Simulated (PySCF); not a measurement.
**HgC (charge +1, doublet): density, localisation and related maps**

```xyz
2

Hg    0.0000    0.0000   -0.1223
C     0.0000    0.0000    2.0587
```

Core potentials replace the inner electrons of Hg.

Level of theory: PBE0/def2-SVPD, non-relativistic Hamiltonian with scalar-relativistic core potentials where named, at a bond length of 2.181 Å in PySCF 2.14.0.

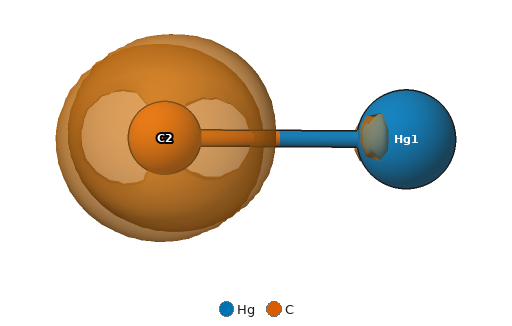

Figure 1. Isosurfaces of the spin density (α minus β) at +0.04 (orange) and −0.04 e/Å³ (purple), seen from one side.

### Describe the spin distribution.

The unpaired spin (1 electron) lies mostly on C2 (about 1.0), in electrons by Hirshfeld's partition. Only one sign reaches the isovalue.

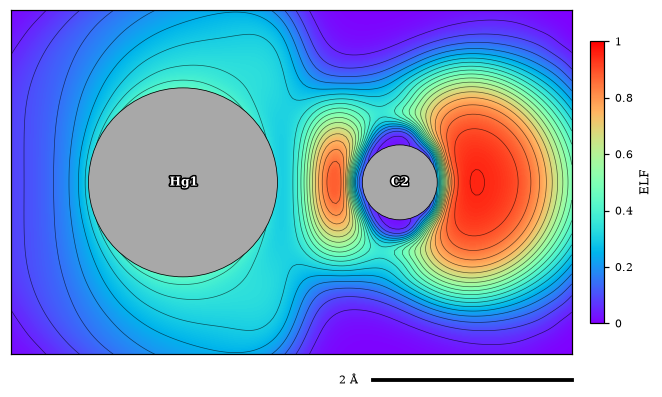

Figure 2. Electron localisation function on a plane that holds the molecular axis. Grey discs cover the atomic cores.

### What does the map show?

The plane passes through Hg and C nuclei.
C–Hg (2.18 Å): the ELF peaks at about 0.90 in the valence shell of C, 0.6 Å from its nucleus, and is about 0.35 at the midpoint.
The ELF also peaks beside C2, away from the bonds: non-bonding electrons, paired or unpaired.

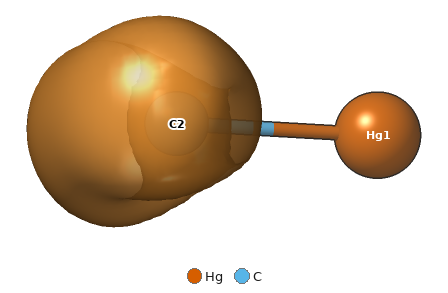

Figure 3. Isosurface of the electron localisation function at 0.75 (orange), seen from one side. Only the valence region is drawn (cores and ρ < 0.01 e/Å³ removed).

### Identify the bonds, lone pairs and shells in this picture.

At this value the surface marks out one lobe on C, pointing away from the bonds (non-bonding electrons).
